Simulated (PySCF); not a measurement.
**C10H18O2: NMR shifts at several levels of theory**

Aim: compute the NMR shifts of C10H18O2 (`C=C(C)[C@@H]1CC[C@](C)(O)[C@@H](O)C1`) at several levels, and see how far they spread and what each costs.

Programs: PySCF 2.14.0, with density-fitted response routines of our own. Each step states its level of theory. These are calculated values for one molecule in the gas phase, unless marked as measured. Atoms are numbered from 0 throughout.

**1. The molecule as given**

30 atoms, charge 0, multiplicity 1; geometry from: GFN2-xTB.

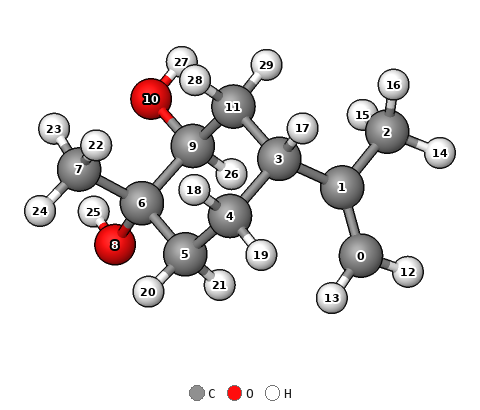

As it starts; carbon grey, oxygen red, hydrogen white, atoms numbered.

**2. Optimising the geometry at PBE0-D3(BJ)/def2-SVP**

Job settings and geometry (Å):

```
{"job": {"xc": "PBE0", "basis": "def2-SVP", "d3": "d3bj", "grid": 1, "kind": "geom"}, "charge": 0, "multiplicity": 1}
C      2.337400    -1.435140    -1.155560
C      2.201180    -0.583860    -0.151370
C      3.203320     0.523630     0.032970
C      1.130210    -0.670240     0.916320
C      0.043770    -1.720960     0.664070
C     -0.898120    -1.337960    -0.473580
C     -1.541230     0.039780    -0.287540
C     -2.594780     0.042640     0.824530
O     -2.164010     0.361990    -1.519940
C     -0.427060     1.074120    -0.023590
O     -1.050880     2.335100     0.160090
C      0.444520     0.680590     1.166450
H      3.151950    -1.336730    -1.854090
H      1.669610    -2.255990    -1.338310
H      4.109220     0.313140    -0.529580
H      2.802300     1.471380    -0.325780
H      3.465850     0.640210     1.083100
H      1.653850    -0.946440     1.843340
H     -0.532830    -1.841310     1.583500
H      0.502530    -2.686300     0.448570
H     -1.692090    -2.079960    -0.567250
H     -0.358510    -1.308010    -1.419770
H     -2.205360    -0.371480     1.748650
H     -2.930280     1.060560     1.007640
H     -3.442830    -0.556380     0.501890
H     -2.457000     1.278960    -1.453710
H      0.200350     1.107800    -0.930370
H     -0.371160     2.987190     0.356890
H     -0.181420     0.612170     2.057830
H      1.183800     1.463840     1.347570
```

The program printed:

```text
step   0  E = -541.34316751  max force = 0.014345
step   1  E = -541.34563901  max force = 0.004141
step   2  E = -541.34571873  max force = 0.003104
step   3  E = -541.34598438  max force = 0.000829
step   4  E = -541.34609769  max force = 0.000821
step   5  E = -541.34623483  max force = 0.001316
step   6  E = -541.34627016  max force = 0.000771
step   7  E = -541.34628836  max force = 0.000326
step   8  E = -541.34628938  max force = 0.000230
optimisation converged
```

Wall time 5 min (8 threads of Arm Neoverse V2, shared host).

The steps of the relaxation:

| step | energy from step 0 (eV) | largest force component (eV/Å) |
| --- | --- | --- |
| 0 | 0.0000 | 0.7376 |
| 1 | -0.0673 | 0.2129 |
| 2 | -0.0694 | 0.1596 |
| 3 | -0.0767 | 0.0426 |
| 4 | -0.0797 | 0.0422 |
| 5 | -0.0835 | 0.0677 |
| 6 | -0.0844 | 0.0396 |
| 7 | -0.0849 | 0.0168 |
| 8 | -0.0850 | 0.0118 |

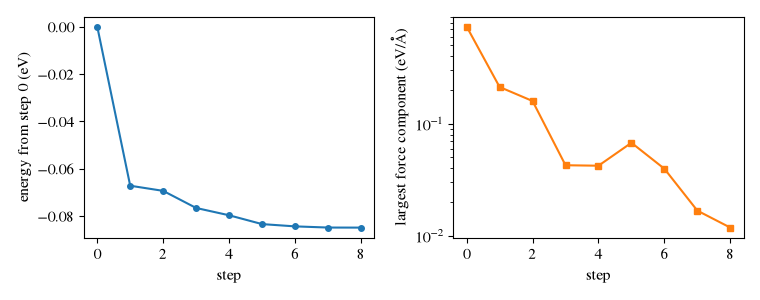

Energy and force, step by step.

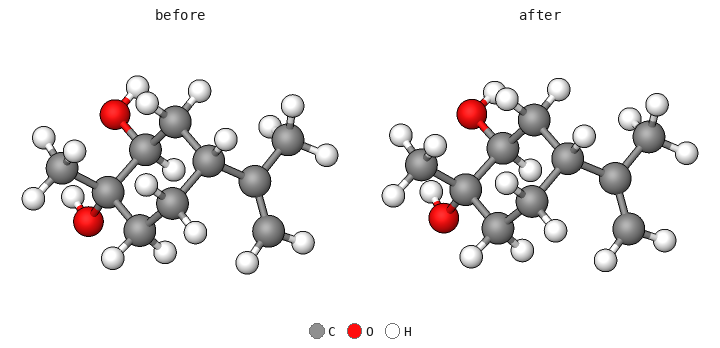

The geometry before (left) and after (right).

Distances of close pairs at the start and the end, largest changes first:

| bond | before (Å) | after (Å) | change (Å) |
| --- | --- | --- | --- |
| C0–H13 | 1.074 | 1.091 | +0.018 |
| C0–H12 | 1.078 | 1.094 | +0.016 |
| C0–C1 | 1.323 | 1.338 | +0.015 |
| C7–H22 | 1.085 | 1.100 | +0.015 |
| C2–H16 | 1.089 | 1.103 | +0.014 |
| C2–H15 | 1.090 | 1.103 | +0.013 |
| C7–H24 | 1.087 | 1.099 | +0.012 |
| C7–H23 | 1.087 | 1.099 | +0.012 |

The next job starts from the end point, and lists it.

| at the end point | value |
| --- | --- |
| point group (found at 0.08 Å tolerance) | C1 |
| rotational constants (GHz, main isotopes) | 1.467, 0.695, 0.605 |
| dipole moment (D) | 2.67 |

**3. NMR shieldings: PBE0/pcSseg-1**

Job settings and geometry (Å):

```
{"job": {"kind": "nmr", "xc": "PBE0", "basis": "pcSseg-1", "pop": false}, "charge": 0, "multiplicity": 1}
C      2.367373    -1.445131    -1.152826
C      2.235198    -0.576069    -0.143625
C      3.255054     0.510261     0.057095
C      1.127183    -0.644245     0.894128
C      0.054060    -1.707816     0.636348
C     -0.920113    -1.330484    -0.477062
C     -1.576816     0.030279    -0.261601
C     -2.582149     0.009637     0.889288
O     -2.251762     0.361872    -1.456877
C     -0.470219     1.068596    -0.039139
O     -1.113321     2.316321     0.123897
C      0.440118     0.712462     1.123903
H      3.217336    -1.377501    -1.837650
H      1.652762    -2.248626    -1.339818
H      4.132355     0.357092    -0.586280
H      2.842499     1.505668    -0.177299
H      3.596654     0.548387     1.105271
H      1.639711    -0.905032     1.839644
H     -0.505143    -1.859490     1.574311
H      0.526536    -2.677092     0.414643
H     -1.709659    -2.092497    -0.576799
H     -0.403694    -1.283006    -1.447728
H     -2.149689    -0.350177     1.834108
H     -2.978909     1.020275     1.062515
H     -3.414861    -0.653219     0.613609
H     -2.460968     1.302101    -1.379388
H      0.126437     1.069605    -0.973477
H     -0.451092     3.011883     0.073826
H     -0.155717     0.675327     2.049463
H      1.183136     1.512961     1.270488
```

With the program's defaults for keys left out, this is: GIAO PBE0/pcSseg-1 NMR shielding, non-relativistic, gas phase.

The program printed:

```text
coarse grid: 24192 points
cycle   1  E = -541.3783807543  dE =  1.552e+00  |g| = 9.075e-01  |ddm| = 4.838e+00
cycle   2  E = -541.2762799668  dE =  1.021e-01  |g| = 1.198e+00  |ddm| = 1.975e+00
cycle   3  E = -541.5416663215  dE = -2.654e-01  |g| = 1.168e-01  |ddm| = 1.261e+00
cycle   4  E = -541.5439635788  dE = -2.297e-03  |g| = 5.182e-02  |ddm| = 1.516e-01
cycle   5  E = -541.5445740341  dE = -6.105e-04  |g| = 1.290e-02  |ddm| = 6.467e-02
cycle   6  E = -541.5446054525  dE = -3.142e-05  |g| = 5.954e-03  |ddm| = 1.590e-02
cycle   7  E = -541.5446140116  dE = -8.559e-06  |g| = 9.836e-04  |ddm| = 5.494e-03
final grid: 231192 points
cycle   8  E = -541.6421971254  dE = -1.242e-04  |g| = 1.423e-02  |ddm| = 6.630e-02
cycle   9  E = -541.6421563982  dE =  4.073e-05  |g| = 2.019e-02  |ddm| = 3.154e-02
cycle  10  E = -541.6422420119  dE = -8.561e-05  |g| = 1.827e-03  |ddm| = 1.956e-02
cycle  11  E = -541.6422426689  dE = -6.571e-07  |g| = 4.914e-04  |ddm| = 2.119e-03
cycle  12  E = -541.6422427157  dE = -4.678e-08  |g| = 2.008e-04  |ddm| = 5.684e-04
cycle  13  E = -541.6422427247  dE = -8.993e-09  |g| = 7.340e-05  |ddm| = 2.468e-04
cycle  14  E = -541.6422427260  dE = -1.315e-09  |g| = 8.856e-06  |ddm| = 7.658e-05
cycle  15  E = -541.6422427260  dE = -1.455e-11  |g| = 2.908e-06  |ddm| = 1.219e-05
converged SCF energy = -541.6422427260

GIAO shielding tensors (ppm)
atom      isotropic    diamagn.    paramagn.     s11        s22        s33       span
  0 C       64.622     253.664    -189.042    -42.272     85.152    150.987    193.259
  1 C       30.917     260.603    -229.686    -92.697     30.360    155.087    247.785
  2 C      159.139     245.489     -86.350    142.737    152.337    182.342     39.604
  3 C      142.684     248.341    -105.658    130.255    144.271    153.525     23.271
  4 C      157.911     249.207     -91.295    150.654    154.947    168.132     17.479
  5 C      149.949     247.509     -97.560    137.514    141.549    170.784     33.270
  6 C      113.521     245.819    -132.298     96.303    102.912    141.348     45.045
  7 C      165.376     247.643     -82.267    149.366    160.998    185.765     36.399
  8 O      253.051     390.925    -137.875    221.372    234.220    303.560     82.188
  9 C      109.952     247.876    -137.924     92.741    102.492    134.623     41.882
 10 O      287.315     389.184    -101.869    248.266    279.375    334.306     86.040
 11 C      148.161     250.969    -102.808    134.198    142.787    167.497     33.299
 12 H       25.925      29.924      -3.999     23.055     24.622     30.099      7.043
 13 H       26.032      33.040      -7.007     22.568     24.178     31.351      8.782
 14 H       29.374      27.913       1.461     25.119     27.853     35.149     10.031
 15 H       29.299      30.467      -1.169     24.451     29.961     33.484      9.034
 16 H       29.725      28.082       1.644     25.509     28.269     35.398      9.889
 17 H       29.204      32.565      -3.361     25.189     26.985     35.438     10.249
 18 H       29.780      32.266      -2.486     25.912     28.171     35.257      9.346
 19 H       29.326      32.275      -2.948     25.153     27.018     35.809     10.656
 20 H       29.971      31.927      -1.955     25.342     28.502     36.070     10.729
 21 H       29.467      33.008      -3.540     24.945     29.768     33.688      8.743
 22 H       30.036      31.256      -1.220     25.379     29.657     35.071      9.692
 23 H       29.738      30.612      -0.874     24.768     29.199     35.245     10.477
 24 H       30.559      29.652       0.908     26.865     27.694     37.119     10.253
 25 H       29.110      34.157      -5.047     19.172     28.227     39.929     20.757
 26 H       28.068      34.233      -6.166     24.676     27.923     31.604      6.928
 27 H       31.260      33.421      -2.161     21.273     27.986     44.520     23.247
 28 H       29.896      33.606      -3.710     26.690     29.489     33.509      6.818
 29 H       29.633      34.375      -4.743     24.684     29.785     34.429      9.744
```

Wall time 91 s (8 threads of Arm Neoverse V2, shared host).

Shifts follow as δ = σ(reference) − σ, with reference shieldings (ppm) from runs at the same level and on the same kind of geometry: 1H TMS 31.27, 13C TMS 184.4, 17O H2O 334.6. The references are single molecules in the gas phase, so shifts against H2O, NH3, PH3, H3PO4 or CFCl3 are not on the usual liquid scales and can be off by tens of ppm. Atoms listed in one row are averaged.

| atoms | environment | σ (ppm) | δ (ppm) | δ scaled to CDCl3 |
| --- | --- | --- | --- | --- |
| C1 | fully substituted alkene carbon | 30.9 | 153.5 | 148.5 |
| C0 | terminal =CH2 carbon | 64.6 | 119.8 | 115.8 |
| C9 | sp3 CH bonded to O | 110.0 | 74.5 | 71.8 |
| C6 | fully substituted sp3 carbon bonded to O | 113.5 | 70.9 | 68.3 |
| C3 | allylic sp3 CH | 142.7 | 41.7 | 40.0 |
| C11 | sp3 CH2 in a ring | 148.2 | 36.2 | 34.7 |
| C5 | sp3 CH2 in a ring | 149.9 | 34.5 | 33.0 |
| C4 | sp3 CH2 in a ring | 157.9 | 26.5 | 25.2 |
| C2 | allylic methyl carbon | 159.1 | 25.3 | 24.0 |
| C7 | methyl carbon | 165.4 | 19.0 | 18.0 |
| H12 | hydrogen on a terminal =CH2 carbon | 25.93 | 5.34 | 5.28 |
| H13 | hydrogen on a terminal =CH2 carbon | 26.03 | 5.23 | 5.18 |
| H26 | hydrogen on an sp3 CH bonded to O | 28.07 | 3.20 | 3.25 |
| H25 | hydrogen on an alcohol oxygen | 29.11 | 2.16 | – |
| H17 | hydrogen on an allylic sp3 CH | 29.20 | 2.06 | 2.17 |
| H19 | hydrogen on an sp3 CH2 in a ring | 29.33 | 1.94 | 2.06 |
| H14, H15, H16 | hydrogen on an allylic methyl carbon | 29.47 | 1.80 | 1.92 |
| H21 | hydrogen on an sp3 CH2 in a ring | 29.47 | 1.80 | 1.92 |
| H29 | hydrogen on an sp3 CH2 in a ring | 29.63 | 1.63 | 1.77 |
| H18 | hydrogen on an sp3 CH2 in a ring | 29.78 | 1.49 | 1.63 |
| H28 | hydrogen on an sp3 CH2 in a ring | 29.90 | 1.37 | 1.52 |
| H20 | hydrogen on an sp3 CH2 in a ring | 29.97 | 1.30 | 1.44 |
| H22, H23, H24 | hydrogen on a methyl carbon | 30.11 | 1.16 | 1.31 |
| H27 | hydrogen on an alcohol oxygen | 31.26 | 0.01 | – |
| O8 | alcohol oxygen | 253.1 | 81.5 | – |
| O10 | alcohol oxygen | 287.3 | 47.2 | – |

The scaled column applies a straight-line fit of computed shieldings to shifts measured in CDCl3 (root-mean-square error 0.21 ppm for H, 2.0 ppm for C).

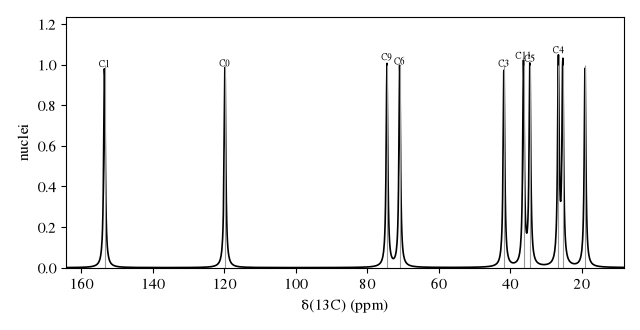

13C lines at the computed shifts, without couplings. Lines are broadened to a width of 0.54 ppm (Lorentzian).

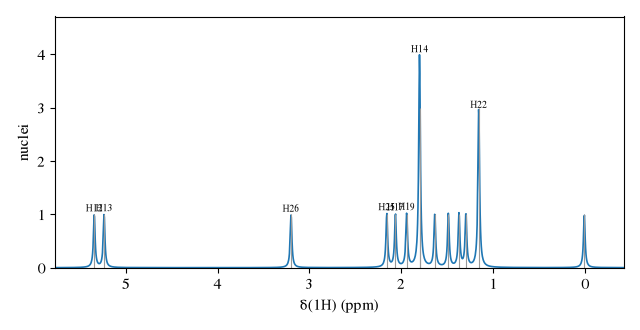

1H lines at the computed shifts, without couplings. Lines are broadened to a width of 0.02 ppm (Lorentzian).

Ring of atoms C3, C4, C5, C6, C9, C11: NICS(0) -4.6, NICS(1) -3.3, NICS(1)zz 1.7 ppm (means of both faces).

**4. Shielding tensors: PBE/pcSseg-1**

Same as in step 3 but for these lines:

```diff
@@ -1,2 +1,2 @@
-{"job": {"kind": "nmr", "xc": "PBE0", "basis": "pcSseg-1", "pop": false}, "charge": 0, "multiplicity": 1}
+{"job": {"kind": "nmr", "xc": "PBE", "basis": "pcSseg-1", "pop": false}, "charge": 0, "multiplicity": 1}
 C      2.367373    -1.445131    -1.152826
```

Level: GIAO PBE/pcSseg-1 NMR shielding, non-relativistic, gas phase.

The program printed:

```text
coarse grid: 24192 points
cycle   1  E = -541.1679293316  dE =  1.199e+00  |g| = 1.145e+00  |ddm| = 4.932e+00
cycle   2  E = -540.6261949301  dE =  5.417e-01  |g| = 1.978e+00  |ddm| = 3.589e+00
cycle   3  E = -541.4370718068  dE = -8.109e-01  |g| = 2.273e-01  |ddm| = 2.755e+00
cycle   4  E = -541.4458768839  dE = -8.805e-03  |g| = 9.638e-02  |ddm| = 3.158e-01
cycle   5  E = -541.4477598082  dE = -1.883e-03  |g| = 3.598e-02  |ddm| = 1.310e-01
cycle   6  E = -541.4479985795  dE = -2.388e-04  |g| = 1.812e-02  |ddm| = 4.636e-02
cycle   7  E = -541.4480814111  dE = -8.283e-05  |g| = 4.455e-03  |ddm| = 1.904e-02
cycle   8  E = -541.4480861280  dE = -4.717e-06  |g| = 9.907e-04  |ddm| = 5.127e-03
final grid: 231192 points
cycle   9  E = -541.5804181625  dE = -1.511e-04  |g| = 2.341e-02  |ddm| = 9.376e-02
cycle  10  E = -541.5801168999  dE =  3.013e-04  |g| = 4.411e-02  |ddm| = 6.216e-02
cycle  11  E = -541.5805356874  dE = -4.188e-04  |g| = 5.476e-03  |ddm| = 4.622e-02
cycle  12  E = -541.5805419883  dE = -6.301e-06  |g| = 1.659e-03  |ddm| = 6.548e-03
cycle  13  E = -541.5805425979  dE = -6.095e-07  |g| = 6.849e-04  |ddm| = 2.007e-03
cycle  14  E = -541.5805427168  dE = -1.189e-07  |g| = 1.032e-04  |ddm| = 7.192e-04
cycle  15  E = -541.5805427190  dE = -2.190e-09  |g| = 2.405e-05  |ddm| = 1.258e-04
cycle  16  E = -541.5805427191  dE = -1.123e-10  |g| = 1.066e-05  |ddm| = 3.954e-05
converged SCF energy = -541.5805427191

GIAO shielding tensors (ppm)
atom      isotropic    diamagn.    paramagn.     s11        s22        s33       span
  0 C       62.806     253.578    -190.772    -37.182     79.714    145.886    183.068
  1 C       27.439     259.923    -232.484    -89.533     22.997    148.854    238.386
  2 C      154.031     246.273     -92.242    136.860    146.729    178.505     41.645
  3 C      134.894     249.657    -114.763    122.061    136.357    146.265     24.204
  4 C      151.374     250.055     -98.681    143.036    148.207    162.878     19.841
  5 C      143.725     248.176    -104.452    130.570    134.719    165.885     35.315
  6 C      105.671     246.921    -141.250     87.495     95.123    134.395     46.900
  7 C      161.094     247.946     -86.852    144.261    156.705    182.316     38.055
  8 O      241.257     390.005    -148.748    207.785    218.847    297.138     89.353
  9 C      101.857     249.012    -147.155     84.237     93.905    127.430     43.193
 10 O      275.846     387.976    -112.130    235.546    271.414    320.577     85.031
 11 C      141.157     251.688    -110.530    126.522    135.184    161.766     35.244
 12 H       25.921      29.819      -3.899     23.170     24.835     29.758      6.588
 13 H       25.991      33.460      -7.468     22.640     24.266     31.068      8.427
 14 H       29.342      27.751       1.592     25.404     27.931     34.692      9.287
 15 H       29.133      31.052      -1.919     24.452     29.816     33.131      8.679
 16 H       29.618      28.152       1.466     25.625     28.211     35.018      9.393
 17 H       28.926      32.265      -3.339     25.137     26.879     34.763      9.626
 18 H       29.608      32.404      -2.796     25.933     28.158     34.733      8.800
 19 H       29.120      32.174      -3.054     25.225     26.986     35.149      9.924
 20 H       29.876      31.817      -1.941     25.526     28.551     35.552     10.026
 21 H       29.297      33.563      -4.266     24.865     29.829     33.197      8.331
 22 H       29.833      31.632      -1.799     25.332     29.445     34.722      9.389
 23 H       29.672      30.826      -1.154     24.880     29.283     34.854      9.973
 24 H       30.585      29.682       0.903     27.220     27.837     36.699      9.479
 25 H       29.002      34.348      -5.345     19.396     28.297     39.314     19.919
 26 H       27.768      34.937      -7.169     24.412     27.351     31.540      7.128
 27 H       31.339      33.515      -2.175     21.760     28.386     43.873     22.113
 28 H       29.775      33.892      -4.118     26.828     29.534     32.962      6.135
 29 H       29.432      34.541      -5.110     24.736     29.737     33.823      9.087
```

Run time: 59 s. Hardware: 8 threads of Arm Neoverse V2, shared host.

In short: δ C1 152.6, C0 117.2, C9 78.2, C6 74.4, H12 5.28, H13 5.21 ppm.

**5. Nuclear shieldings: wB97X-D/pcSseg-1**

Same as in step 4 but for these lines:

```diff
@@ -1,2 +1,2 @@
-{"job": {"kind": "nmr", "xc": "PBE", "basis": "pcSseg-1", "pop": false}, "charge": 0, "multiplicity": 1}
+{"job": {"kind": "nmr", "xc": "wB97X-D", "basis": "pcSseg-1", "pop": false}, "charge": 0, "multiplicity": 1}
 C      2.367373    -1.445131    -1.152826
```

Method: GIAO wB97X-D/pcSseg-1 NMR shielding, non-relativistic, gas phase.

The program printed:

```text
coarse grid: 24192 points
cycle   1  E = -541.8453309762  dE =  2.071e+00  |g| = 8.924e-01  |ddm| = 4.794e+00
cycle   2  E = -541.8428144986  dE =  2.516e-03  |g| = 9.699e-01  |ddm| = 1.512e+00
cycle   3  E = -541.9984367073  dE = -1.556e-01  |g| = 7.957e-02  |ddm| = 8.122e-01
cycle   4  E = -541.9996231618  dE = -1.186e-03  |g| = 3.598e-02  |ddm| = 1.000e-01
cycle   5  E = -541.9999386300  dE = -3.155e-04  |g| = 7.117e-03  |ddm| = 4.454e-02
cycle   6  E = -541.9999509087  dE = -1.228e-05  |g| = 2.432e-03  |ddm| = 9.270e-03
cycle   7  E = -541.9999523114  dE = -1.403e-06  |g| = 5.734e-04  |ddm| = 2.873e-03
final grid: 231192 points
cycle   8  E = -542.0989816344  dE = -3.960e-04  |g| = 5.393e-03  |ddm| = 7.081e-02
cycle   9  E = -542.0989887086  dE = -7.074e-06  |g| = 3.558e-03  |ddm| = 1.365e-02
cycle  10  E = -542.0989915627  dE = -2.854e-06  |g| = 8.787e-04  |ddm| = 3.905e-03
cycle  11  E = -542.0989917994  dE = -2.367e-07  |g| = 3.796e-04  |ddm| = 1.755e-03
cycle  12  E = -542.0989918285  dE = -2.907e-08  |g| = 8.625e-05  |ddm| = 4.354e-04
cycle  13  E = -542.0989918308  dE = -2.296e-09  |g| = 2.945e-05  |ddm| = 1.685e-04
cycle  14  E = -542.0989918310  dE = -2.608e-10  |g| = 7.584e-06  |ddm| = 5.624e-05
converged SCF energy = -542.0989918310

GIAO shielding tensors (ppm)
atom      isotropic    diamagn.    paramagn.     s11        s22        s33       span
  0 C       63.988     253.795    -189.807    -45.333     86.423    150.876    196.209
  1 C       30.123     260.949    -230.826    -96.434     31.245    155.559    251.993
  2 C      159.326     245.202     -85.875    142.788    153.166    182.025     39.237
  3 C      143.939     248.532    -104.593    132.053    144.949    154.816     22.764
  4 C      158.405     249.147     -90.741    151.823    155.356    168.036     16.213
  5 C      150.129     247.931     -97.803    137.980    141.655    170.751     32.771
  6 C      113.635     245.614    -131.979     96.479    102.567    141.861     45.382
  7 C      164.644     247.630     -82.987    148.655    160.067    185.209     36.554
  8 O      256.467     391.763    -135.296    225.136    239.210    305.055     79.919
  9 C      110.080     248.047    -137.967     92.639    102.707    134.893     42.253
 10 O      290.436     390.031     -99.596    251.626    281.685    337.996     86.371
 11 C      148.588     251.236    -102.648    134.971    143.261    167.531     32.559
 12 H       26.046      30.039      -3.992     23.156     24.711     30.272      7.115
 13 H       26.152      33.250      -7.098     22.666     24.299     31.489      8.823
 14 H       29.493      27.931       1.562     25.172     27.993     35.314     10.142
 15 H       29.464      30.680      -1.217     24.656     30.143     33.591      8.935
 16 H       29.864      28.183       1.682     25.638     28.451     35.504      9.865
 17 H       29.433      32.689      -3.256     25.410     27.253     35.636     10.227
 18 H       29.950      32.496      -2.546     26.088     28.330     35.431      9.343
 19 H       29.507      32.420      -2.913     25.322     27.204     35.995     10.673
 20 H       30.082      32.013      -1.931     25.469     28.630     36.146     10.677
 21 H       29.632      33.446      -3.814     25.165     29.900     33.831      8.666
 22 H       30.186      31.530      -1.344     25.576     29.825     35.158      9.582
 23 H       29.821      30.687      -0.866     24.909     29.259     35.295     10.386
 24 H       30.600      29.664       0.937     26.900     27.755     37.146     10.245
 25 H       29.229      34.200      -4.971     19.323     28.330     40.034     20.711
 26 H       28.228      34.679      -6.452     24.866     28.097     31.719      6.853
 27 H       31.303      33.510      -2.207     21.278     28.036     44.596     23.319
 28 H       30.031      33.870      -3.839     26.802     29.618     33.672      6.870
 29 H       29.799      34.616      -4.817     24.868     29.928     34.600      9.733
```

Run time: 1.9 min. Hardware: 8 threads of Arm Neoverse V2, shared host.

This run: δ C1 154.4, C0 120.5, C9 74.5, C6 70.9, H12 5.33, H13 5.23 ppm.

[end of part 1 of 2]
